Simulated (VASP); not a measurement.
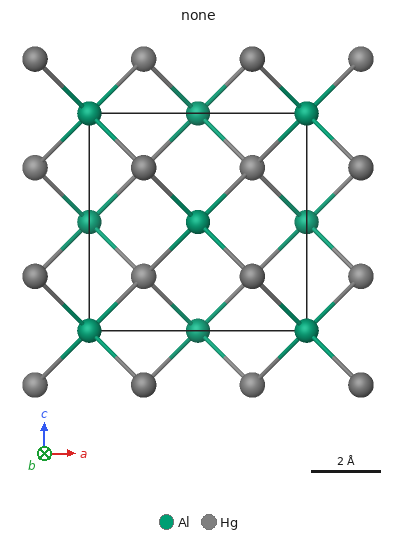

Crystalline AlHg (a generated structure, set up in F-43m), relaxed (cell and atoms) with several dispersion corrections. The picture shows the result with none. A ball-and-stick model of the conventional cell (4 times the calculation's cell), seen along the b axis. Lengths and directions refer to the drawn axes.

Computed with VASP 6.6.1: BLYP, VASP PAW PBE potentials, recommended. Settings: plane-wave cutoff 600 eV; k-point mesh 8 × 8 × 8; occupations fermi-dirac; smearing width 0.05 eV; no spin polarisation.

```json
{"dispersion correction": "none", "volume (Å³/atom)": "31.760", "a (Å)": "6.334"}
{"dispersion correction": "D3", "volume (Å³/atom)": "27.411", "a (Å)": "6.030"}
{"dispersion correction": "D3(BJ)", "volume (Å³/atom)": "?", "a (Å)": "?"}
{"dispersion correction": "D4", "volume (Å³/atom)": "28.371", "a (Å)": "6.100"}
```

**Fill in the missing row.**

With D3(BJ) the volume falls between D3 (27.411) and D4 (28.371). The calculation gives 27.751 Å³/atom (a = 6.055 Å). In order of volume: D3 < D3(BJ) < D4 < none; the spread is 15.9 %.
